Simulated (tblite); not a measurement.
**C₅H₁₁GeO: geometry relaxation**

System: C₅H₁₁GeO, multiplicity 2.
Method: GFN2-xTB geometry optimisation, gas phase (tblite 0.8.0).

It belongs to a series of runs on one base structure; here: H removed from sp3 C.

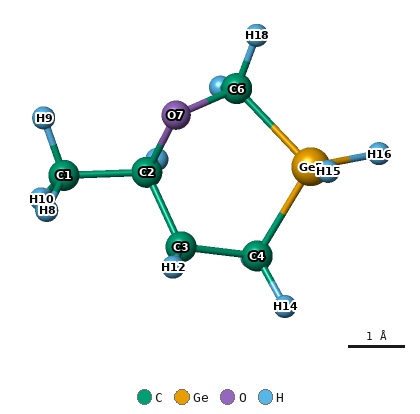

The starting structure (ball-and-stick view, seen on its broad side; atoms are numbered from 1 in the order of the input). Sticks mark near contacts. Bond lengths as drawn: C–C 1.50 to 1.51 Å, C–Ge 1.95 to 1.96 Å, C–H 1.09 to 1.12 Å, C–O 1.39 to 1.40 Å and Ge–H 1.53 to 1.54 Å.

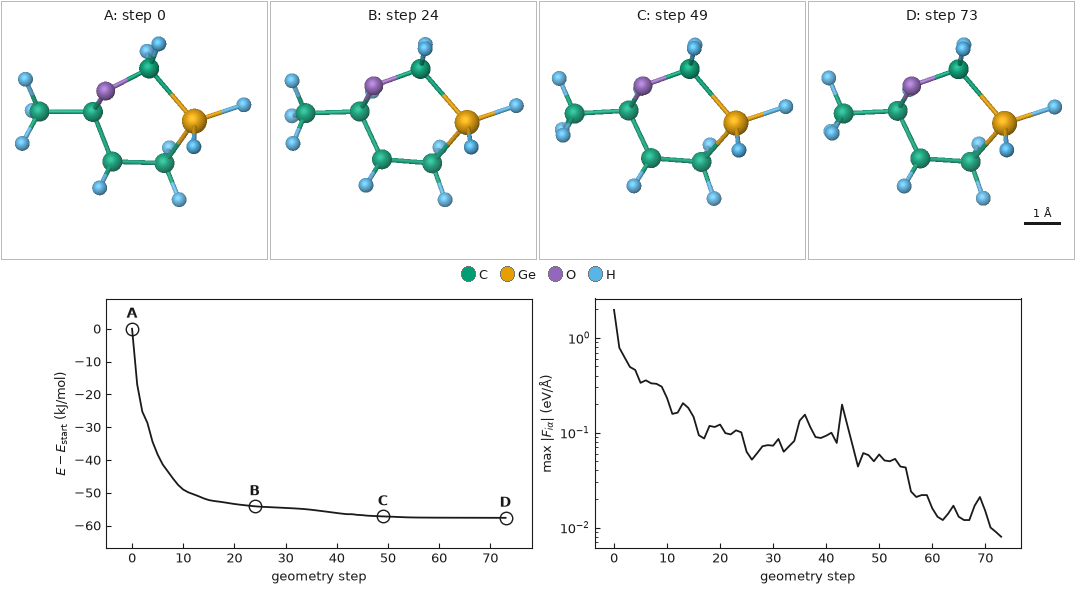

Frames of the relaxation (ball-and-stick view, seen at a tilt) above the curves, on which the letters mark them (steps are counted from 0).

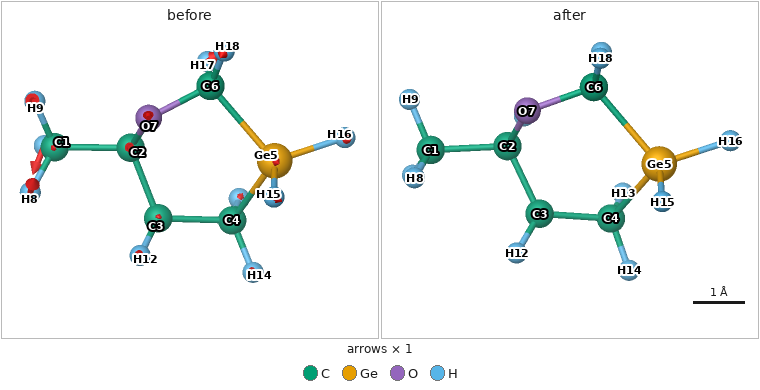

Before (left) and after (right) the relaxation, at one scale (ball-and-stick view, seen at a tilt). The red arrows give the displacements, at true length. The largest move after the best rigid fit is that of H10, 0.67 Å. Largest moves by element: H 0.67 Å, O 0.23 Å, C 0.18 Å, Ge 0.14 Å. Among the contacts that change: C4–Ge5 1.951 → 2.035 Å, C2–O7 1.386 → 1.445 Å, Ge5–C6 1.962 → 2.005 Å, C3–C4 1.499 → 1.457 Å. Among the angles that change: C2–O7–C6 106.2° → 114.1°, O7–C6–H18 112.8° → 105.7°, Ge5–C6–O7 103.8° → 110.8°. Over 73 geometry steps the energy falls by 57.7 kJ/mol. Largest force component: 2 eV/Å at the start, 0.008 eV/Å at the end. (Atoms are counted from 1 in the order of the input.)

The input and output of the run follow.

### Input
```
{"job": {"kind": "relax", "xc": "GFN2-xTB", "basis": "xTB"}, "charge": 0, "multiplicity": 2}
C     -2.397300    -0.339600    -0.175500
C     -0.920600    -0.065500    -0.362100
C     -0.099200    -1.270500     0.042900
C      1.294100    -1.269700    -0.510600
Ge     1.997500     0.517800    -0.169900
C      0.451100     1.684700    -0.480600
O     -0.563800     1.105300     0.288100
H     -2.613000    -0.934700     0.732300
H     -2.923700     0.643500    -0.100900
H     -2.734200    -0.909500    -1.068000
H     -0.767800     0.095600    -1.436200
H     -0.192600    -1.561200     1.096000
H      1.211300    -1.408400    -1.600600
H      1.930500    -2.058100    -0.057100
H      2.308000     0.622800     1.338800
H      3.189100     0.865000    -1.063000
H      0.167200     1.565600    -1.548900
H      0.654700     2.723200    -0.201000
```

The first line tells a small driver script what to run in tblite; the rest is the geometry in Å.

Launch command:
```bash
OMP_NUM_THREADS=1 python <driver script> task.json out
```

### Log
```
step      E/eV     max force
  0    -603.88005    2.119
  1    -604.05602    0.838
  2    -604.14187    0.650
  3    -604.17757    0.542
  4    -604.23722    0.491
  5    -604.27772    0.411
  6    -604.30927    0.401
  7    -604.33122    0.386
  8    -604.35338    0.387
  9    -604.37362    0.364
 10    -604.38832    0.276
 11    -604.39712    0.190
 12    -604.40314    0.180
 13    -604.40931    0.256
 14    -604.41613    0.244
 15    -604.42144    0.169
 16    -604.42438    0.112
 17    -604.42642    0.136
 18    -604.42874    0.166
 19    -604.43133    0.151
 20    -604.43384    0.125
 21    -604.43592    0.101
 22    -604.43773    0.101
 23    -604.43950    0.119
 24    -604.44111    0.111
 25    -604.44231    0.075
 26    -604.44319    0.061
 27    -604.44394    0.061
 28    -604.44472    0.080
 29    -604.44552    0.084
 30    -604.44633    0.081
 31    -604.44716    0.087
 32    -604.44806    0.069
 33    -604.44909    0.097
 34    -604.45039    0.112
 35    -604.45205    0.137
 36    -604.45400    0.156
 37    -604.45604    0.124
 38    -604.45808    0.122
 39    -604.46017    0.116
 40    -604.46233    0.112
 41    -604.46435    0.112
 42    -604.46601    0.111
 43    -604.46610    0.233
 44    -604.46815    0.129
 45    -604.46910    0.078
 46    -604.47079    0.060
 47    -604.47153    0.075
 48    -604.47237    0.067
 49    -604.47304    0.056
 50    -604.47362    0.060
 51    -604.47420    0.065
 52    -604.47489    0.067
 53    -604.47560    0.060
 54    -604.47611    0.068
 55    -604.47645    0.055
 56    -604.47667    0.032
 57    -604.47681    0.027
 58    -604.47691    0.026
 59    -604.47702    0.023
 60    -604.47709    0.020
 61    -604.47714    0.017
 62    -604.47718    0.014
 63    -604.47722    0.014
 64    -604.47725    0.018
 65    -604.47729    0.015
 66    -604.47733    0.015
 67    -604.47736    0.014
 68    -604.47741    0.017
 69    -604.47746    0.021
 70    -604.47751    0.017
 71    -604.47754    0.014
 72    -604.47756    0.011
 73    -604.47758    0.010
```

### Trajectory as extended XYZ (Å, eV, eV/Å), 12 of the 74 frames kept, from step=0 to step=73
```
18
Properties=species:S:1:pos:R:3:forces:R:3 step=0 energy=-603.88005
C    -2.3973   -0.3396   -0.1755   -1.0500   0.0040   0.0330
C    -0.9206   -0.0655   -0.3621   -0.7210  -1.9770  -0.2510
C    -0.0992   -1.2705    0.0429    0.9020   0.7770   0.5710
C     1.2941   -1.2697   -0.5106   -0.9060  -1.0630   0.0380
Ge    1.9975    0.5178   -0.1699    1.1020   0.5600   0.7100
C     0.4511    1.6847   -0.4806    0.5780   0.1450  -0.2990
O    -0.5638    1.1053    0.2881    0.1900   0.8870   0.2010
H    -2.6130   -0.9347    0.7323    0.1560   0.4150  -0.4910
H    -2.9237    0.6435   -0.1009    0.2310  -0.9100  -0.1440
H    -2.7342   -0.9095   -1.0680   -0.0950   0.4100   0.7220
H    -0.7678    0.0956   -1.4362   -0.0800  -0.1810  -0.2600
H    -0.1926   -1.5612    1.0960   -0.1180   0.0130  -0.4880
H     1.2113   -1.4084   -1.6006    0.3070  -0.0710   0.1970
H     1.9305   -2.0581   -0.0571   -0.4100   0.3240  -0.4020
H     2.3080    0.6228    1.3388    0.1180  -0.0060  -0.5030
H     3.1891    0.8650   -1.0630    0.0720  -0.0490   0.1610
H     0.1672    1.5656   -1.5489    0.1600   0.8840   0.2440
H     0.6547    2.7232   -0.2010   -0.4350  -0.1600  -0.0390
18
Properties=species:S:1:pos:R:3:forces:R:3 step=7 energy=-604.33122
C    -2.4467   -0.3748   -0.1671   -0.1200   0.0590   0.0240
C    -0.9587   -0.1292   -0.3968   -0.1090  -0.2750  -0.1210
C    -0.0529   -1.1904    0.1103   -0.0350  -0.1700  -0.2060
C     1.2727   -1.2786   -0.5081   -0.0430  -0.1860   0.0800
Ge    2.1010    0.5281   -0.1504   -0.0880   0.1960   0.0340
C     0.5051    1.6886   -0.4931   -0.1270   0.1400  -0.0710
O    -0.5733    1.1191    0.2026   -0.1290   0.1820  -0.0680
H    -2.6356   -0.9224    0.7548    0.0580   0.0690  -0.0800
H    -2.9519    0.5872   -0.1180   -0.0110  -0.0030   0.0760
H    -2.8625   -0.9228   -1.0138    0.0740  -0.0800   0.1990
H    -0.8038   -0.0104   -1.4811    0.0020  -0.0540  -0.0770
H    -0.2270   -1.5924    1.0989    0.0480   0.0940  -0.1550
H     1.2424   -1.4175   -1.5977   -0.1430   0.1350   0.1450
H     1.8672   -2.0899   -0.0917    0.0490   0.0020   0.0770
H     2.3972    0.6406    1.3286    0.1510   0.0170  -0.1390
H     3.2890    0.8827   -1.0355    0.0840   0.0250   0.1020
H     0.2435    1.7656   -1.5579    0.1400  -0.1330  -0.1530
H     0.5857    2.7228   -0.1603    0.1970  -0.0150   0.3320
18
Properties=species:S:1:pos:R:3:forces:R:3 step=13 energy=-604.40931
C    -2.4667   -0.3832   -0.1586   -0.0490  -0.0250   0.0090
C    -0.9847   -0.1601   -0.4442    0.0190   0.1030  -0.0280
C    -0.0725   -1.2009    0.0868    0.0060  -0.0490  -0.0190
C     1.2605   -1.2889   -0.4894    0.1130   0.1330  -0.0410
Ge    2.1133    0.5549   -0.1517   -0.1460  -0.2050  -0.0460
C     0.4978    1.7071   -0.5033    0.0250  -0.0740   0.0020
O    -0.6213    1.1296    0.1100    0.0030   0.0520   0.0510
H    -2.6274   -0.9067    0.7780    0.1050   0.0210   0.0900
H    -2.9710    0.5784   -0.1052    0.0300   0.0060  -0.0220
H    -2.9133   -0.9677   -0.9573   -0.0020  -0.0550  -0.0150
H    -0.8299   -0.0746   -1.5295   -0.0600  -0.0110  -0.1620
H    -0.2374   -1.5836    1.0779   -0.0920   0.0340   0.0730
H     1.2233   -1.3856   -1.5770    0.0230   0.0040  -0.0520
H     1.8599   -2.1020   -0.0776   -0.0410   0.1050   0.0150
H     2.4890    0.6603    1.2987    0.0670   0.0430   0.1000
H     3.3447    0.8985   -0.9857   -0.0510   0.0250   0.0030
H     0.3187    1.8274   -1.5852    0.0540   0.0070   0.0680
H     0.6082    2.7034   -0.0633   -0.0040  -0.1150  -0.0250
18
Properties=species:S:1:pos:R:3:forces:R:3 step=20 energy=-604.43384
C    -2.4694   -0.3919   -0.1538    0.0200  -0.0140   0.0110
C    -0.9992   -0.1624   -0.4820    0.0200   0.1000  -0.0220
C    -0.0843   -1.1950    0.0603   -0.0600  -0.0170  -0.0310
C     1.2602   -1.2744   -0.4972   -0.0250  -0.0190   0.0340
Ge    2.1060    0.5349   -0.1264    0.0560   0.0620  -0.0420
C     0.5060    1.6875   -0.4956    0.0580  -0.0010   0.0290
O    -0.6402    1.1264    0.0800    0.0170  -0.0220  -0.1220
H    -2.5711   -0.8804    0.8099   -0.0350   0.0180   0.0440
H    -2.9747    0.5695   -0.1157   -0.0290  -0.0240  -0.0180
H    -2.9294   -1.0095   -0.9195   -0.0210  -0.0470   0.0410
H    -0.8720   -0.0883   -1.5753    0.0110   0.0580  -0.0120
H    -0.2745   -1.5448    1.0617    0.0390  -0.0080  -0.0010
H     1.2341   -1.3747   -1.5862    0.0560   0.0070   0.0150
H     1.8537   -2.0764   -0.0659   -0.0020  -0.0730  -0.0100
H     2.5336    0.6749    1.3128   -0.0240  -0.0280   0.0320
H     3.3167    0.9064   -0.9760   -0.0320  -0.0040  -0.0220
H     0.3679    1.8388   -1.5803   -0.0070  -0.0200   0.1020
H     0.6277    2.6658   -0.0271   -0.0410   0.0340  -0.0290
18
Properties=species:S:1:pos:R:3:forces:R:3 step=27 energy=-604.44394
C    -2.4692   -0.3962   -0.1473    0.0070  -0.0030  -0.0040
C    -1.0065   -0.1539   -0.5091    0.0020   0.0360   0.0290
C    -0.0952   -1.1960    0.0294    0.0050   0.0490   0.0140
C     1.2621   -1.2769   -0.4948   -0.0160  -0.0110  -0.0240
Ge    2.1146    0.5302   -0.1075    0.0050   0.0430  -0.0180
C     0.5198    1.6850   -0.4806   -0.0330  -0.0040  -0.0130
O    -0.6478    1.1305    0.0579    0.0050  -0.0520  -0.0050
H    -2.5469   -0.8477    0.8377    0.0060   0.0420   0.0220
H    -2.9961    0.5538   -0.1355   -0.0140   0.0010  -0.0330
H    -2.9363   -1.0557   -0.8725    0.0200  -0.0330  -0.0040
H    -0.8930   -0.0688   -1.6054   -0.0060  -0.0030   0.0610
H    -0.2821   -1.5209    1.0412    0.0030  -0.0270  -0.0220
H     1.2678   -1.3659   -1.5838    0.0180   0.0050  -0.0410
H     1.8382   -2.0929   -0.0633   -0.0110  -0.0130   0.0170
H     2.5413    0.6667    1.3352    0.0150  -0.0210  -0.0160
H     3.2951    0.9128   -0.9966   -0.0190  -0.0190   0.0530
H     0.4037    1.8342   -1.5655    0.0110   0.0100  -0.0130
H     0.6218    2.6679   -0.0159    0.0010  -0.0030  -0.0040
18
Properties=species:S:1:pos:R:3:forces:R:3 step=33 energy=-604.44909
C    -2.4704   -0.3972   -0.1416    0.0230   0.0150   0.0100
C    -1.0111   -0.1432   -0.5087    0.0040  -0.0360  -0.0180
C    -0.0951   -1.1873    0.0158   -0.0030  -0.0160   0.0000
C     1.2637   -1.2774   -0.5053   -0.0130   0.0240   0.0120
Ge    2.1092    0.5328   -0.1030    0.0330  -0.0720   0.0560
C     0.5185    1.6868   -0.4782   -0.0070   0.0130   0.0170
O    -0.6525    1.1380    0.0549   -0.0290   0.0030   0.0240
H    -2.5374   -0.7993    0.8657   -0.0150   0.0170  -0.0020
H    -3.0186    0.5408   -0.1731   -0.0040  -0.0140  -0.0520
H    -2.9176   -1.1014   -0.8389    0.0310   0.0000   0.0500
H    -0.9045   -0.0557   -1.6032   -0.0090  -0.0020  -0.0280
H    -0.2805   -1.5312    1.0213   -0.0150  -0.0190  -0.0140
H     1.2939   -1.3589   -1.5964   -0.0520  -0.0250   0.0330
H     1.8171   -2.1035   -0.0597    0.0350   0.0550  -0.0500
H     2.5527    0.6475    1.3355   -0.0120  -0.0040   0.0040
H     3.2886    0.9110   -0.9823    0.0450   0.0150  -0.0170
H     0.4212    1.8354   -1.5645   -0.0530   0.0010  -0.0340
H     0.6140    2.6691   -0.0146    0.0400   0.0460   0.0100
18
Properties=species:S:1:pos:R:3:forces:R:3 step=40 energy=-604.46233
C    -2.4653   -0.3927   -0.1264   -0.0060  -0.0170  -0.0200
C    -1.0164   -0.1228   -0.5095    0.0270  -0.0580   0.0270
C    -0.1002   -1.1779   -0.0091    0.0270  -0.0930  -0.0080
C     1.2591   -1.2676   -0.5266    0.0600   0.0150  -0.0050
Ge    2.1116    0.5272   -0.0879   -0.0650   0.0440  -0.0070
C     0.5159    1.6988   -0.4673    0.0810  -0.0260  -0.0120
O    -0.6549    1.1495    0.0678    0.0530   0.0910   0.0380
H    -2.5338   -0.6516    0.9276   -0.0020   0.0660  -0.0340
H    -3.0661    0.4933   -0.3139   -0.0050  -0.0200   0.0090
H    -2.8441   -1.2199   -0.7201   -0.0380  -0.0180   0.0210
H    -0.9317   -0.0227   -1.6063    0.0260   0.0000   0.0080
H    -0.2988   -1.5836    0.9689   -0.0560   0.0200   0.0300
H     1.2938   -1.3567   -1.6157   -0.0450   0.0600  -0.0200
H     1.8185   -2.0920   -0.0875   -0.0080  -0.0070   0.0030
H     2.5613    0.5928    1.3565   -0.0650   0.0170  -0.0540
H     3.3052    0.9102   -0.9489    0.0300   0.0140  -0.0160
H     0.4082    1.8311   -1.5569    0.0340   0.0020   0.0270
H     0.6291    2.6910   -0.0211   -0.0490  -0.0880   0.0130
18
Properties=species:S:1:pos:R:3:forces:R:3 step=46 energy=-604.47079
C    -2.4628   -0.3928   -0.1245   -0.0240   0.0070   0.0190
C    -1.0128   -0.1238   -0.5068   -0.0190  -0.0020  -0.0030
C    -0.1007   -1.1873   -0.0163   -0.0130   0.0040   0.0180
C     1.2603   -1.2609   -0.5345   -0.0150  -0.0140  -0.0060
Ge    2.1144    0.5280   -0.0911   -0.0410   0.0220  -0.0380
C     0.5243    1.6978   -0.4638    0.0050  -0.0030  -0.0120
O    -0.6439    1.1464    0.0770    0.0250   0.0060   0.0120
H    -2.5372   -0.5615    0.9468    0.0060   0.0160  -0.0160
H    -3.0852    0.4607   -0.3822    0.0290  -0.0200  -0.0220
H    -2.8205   -1.2752   -0.6506    0.0080   0.0350   0.0300
H    -0.9310   -0.0117   -1.6018    0.0310  -0.0290  -0.0270
H    -0.3216   -1.6061    0.9517    0.0300  -0.0060   0.0150
H     1.2758   -1.3346   -1.6255    0.0150   0.0220  -0.0160
H     1.8266   -2.0867   -0.1075   -0.0130  -0.0230  -0.0230
H     2.5405    0.5767    1.3533   -0.0210   0.0300   0.0380
H     3.3215    0.9141   -0.9346   -0.0050   0.0010  -0.0060
H     0.4136    1.8355   -1.5519    0.0090  -0.0030   0.0120
H     0.6298    2.6877   -0.0141   -0.0090  -0.0440   0.0240
18
Properties=species:S:1:pos:R:3:forces:R:3 step=53 energy=-604.47560
C    -2.4606   -0.3853   -0.1181    0.0040  -0.0180  -0.0110
C    -1.0124   -0.1267   -0.5101    0.0150  -0.0100   0.0170
C    -0.1034   -1.1940   -0.0219    0.0230  -0.0120  -0.0110
C     1.2523   -1.2620   -0.5498    0.0410   0.0140   0.0000
Ge    2.1121    0.5258   -0.0880    0.0380  -0.0400  -0.0150
C     0.5282    1.6940   -0.4603   -0.0040   0.0050   0.0080
O    -0.6389    1.1402    0.0782   -0.0190  -0.0340  -0.0450
H    -2.5363   -0.4583    0.9639   -0.0080   0.0400  -0.0240
H    -3.0953    0.4261   -0.4634    0.0050   0.0010   0.0220
H    -2.7946   -1.3196   -0.5604   -0.0200  -0.0060  -0.0120
H    -0.9233   -0.0219   -1.6077   -0.0180   0.0040   0.0530
H    -0.3179   -1.6290    0.9408    0.0070   0.0280  -0.0070
H     1.2695   -1.3058   -1.6428   -0.0210  -0.0040  -0.0020
H     1.8195   -2.0970   -0.1441    0.0080  -0.0210  -0.0130
H     2.5114    0.5830    1.3664   -0.0050   0.0150   0.0020
H     3.3293    0.9181   -0.9230   -0.0430  -0.0110   0.0350
H     0.4191    1.8460   -1.5458   -0.0120   0.0130   0.0070
H     0.6327    2.6727    0.0097    0.0090   0.0360  -0.0050
18
Properties=species:S:1:pos:R:3:forces:R:3 step=60 energy=-604.47709
C    -2.4600   -0.3854   -0.1182    0.0160   0.0090  -0.0070
C    -1.0101   -0.1327   -0.5091    0.0100   0.0090   0.0000
C    -0.0982   -1.1980   -0.0219   -0.0020  -0.0060   0.0010
C     1.2560   -1.2650   -0.5551   -0.0050  -0.0020  -0.0060
Ge    2.1105    0.5208   -0.0858    0.0050   0.0030   0.0100
C     0.5289    1.6932   -0.4591   -0.0100  -0.0060   0.0030
O    -0.6398    1.1365    0.0752   -0.0100  -0.0060  -0.0010
H    -2.5397   -0.4274    0.9642   -0.0050  -0.0120   0.0070
H    -3.0915    0.4208   -0.4801   -0.0040   0.0110  -0.0080
H    -2.7960   -1.3269   -0.5430   -0.0080  -0.0080   0.0070
H    -0.9228   -0.0298   -1.6054   -0.0050   0.0040   0.0020
H    -0.3084   -1.6279    0.9433    0.0030   0.0090   0.0150
H     1.2624   -1.2998   -1.6483    0.0030   0.0000  -0.0100
H     1.8225   -2.1070   -0.1621    0.0070   0.0040  -0.0030
H     2.5001    0.5933    1.3708   -0.0040  -0.0090  -0.0060
H     3.3253    0.9170   -0.9143    0.0060   0.0000   0.0040
H     0.4168    1.8538   -1.5428    0.0060   0.0000  -0.0060
H     0.6352    2.6707    0.0154   -0.0030  -0.0010  -0.0040
18
Properties=species:S:1:pos:R:3:forces:R:3 step=66 energy=-604.47733
C    -2.4601   -0.3848   -0.1190   -0.0030  -0.0040   0.0010
C    -1.0093   -0.1342   -0.5080   -0.0060   0.0010  -0.0030
C    -0.0971   -1.1995   -0.0198   -0.0010   0.0090  -0.0030
C     1.2562   -1.2663   -0.5569   -0.0020   0.0050   0.0010
Ge    2.1095    0.5205   -0.0864    0.0000   0.0000   0.0100
C     0.5271    1.6925   -0.4597    0.0050   0.0000   0.0000
O    -0.6410    1.1356    0.0750    0.0030   0.0010   0.0030
H    -2.5422   -0.4354    0.9630    0.0010   0.0090   0.0040
H    -3.0878    0.4264   -0.4776    0.0020  -0.0040   0.0050
H    -2.8010   -1.3231   -0.5475    0.0020  -0.0030  -0.0090
H    -0.9227   -0.0301   -1.6041    0.0020  -0.0100  -0.0040
H    -0.3031   -1.6194    0.9512    0.0120   0.0080  -0.0040
H     1.2617   -1.3010   -1.6504   -0.0060   0.0000   0.0030
H     1.8267   -2.1064   -0.1651   -0.0060   0.0020   0.0000
H     2.4980    0.5915    1.3704   -0.0040  -0.0100  -0.0020
H     3.3263    0.9166   -0.9113    0.0080   0.0030  -0.0020
H     0.4171    1.8530   -1.5438   -0.0050  -0.0060  -0.0020
H     0.6330    2.6705    0.0136   -0.0010   0.0000   0.0020
18
Properties=species:S:1:pos:R:3:forces:R:3 step=73 energy=-604.47758
C    -2.4606   -0.3854   -0.1193   -0.0080   0.0010   0.0020
C    -1.0097   -0.1356   -0.5079   -0.0050  -0.0060   0.0000
C    -0.0954   -1.1982   -0.0185    0.0030   0.0020   0.0040
C     1.2558   -1.2646   -0.5604    0.0020  -0.0030  -0.0010
Ge    2.1100    0.5204   -0.0863   -0.0050  -0.0030   0.0010
C     0.5264    1.6911   -0.4603    0.0030   0.0020  -0.0020
O    -0.6411    1.1339    0.0751    0.0010   0.0040  -0.0040
H    -2.5441   -0.4363    0.9629    0.0060  -0.0040  -0.0060
H    -3.0858    0.4287   -0.4761   -0.0040  -0.0050   0.0000
H    -2.8037   -1.3216   -0.5513    0.0060   0.0060   0.0050
H    -0.9225   -0.0348   -1.6043   -0.0010   0.0040   0.0000
H    -0.2908   -1.6056    0.9598   -0.0020   0.0010   0.0030
H     1.2571   -1.3000   -1.6537   -0.0010   0.0020   0.0000
H     1.8270   -2.1045   -0.1696    0.0000  -0.0040  -0.0030
H     2.4920    0.5820    1.3722    0.0000  -0.0030   0.0010
H     3.3308    0.9181   -0.9059    0.0000   0.0040   0.0030
H     0.4155    1.8487   -1.5447    0.0010   0.0010   0.0010
H     0.6304    2.6699    0.0120    0.0040   0.0020  -0.0030
```

### Key numbers

```csv
quantity,value
outcome,converged
total energy,−604.4776 eV
hardware,"1 CPU thread, shared host"
peak memory,0.18 GiB
```
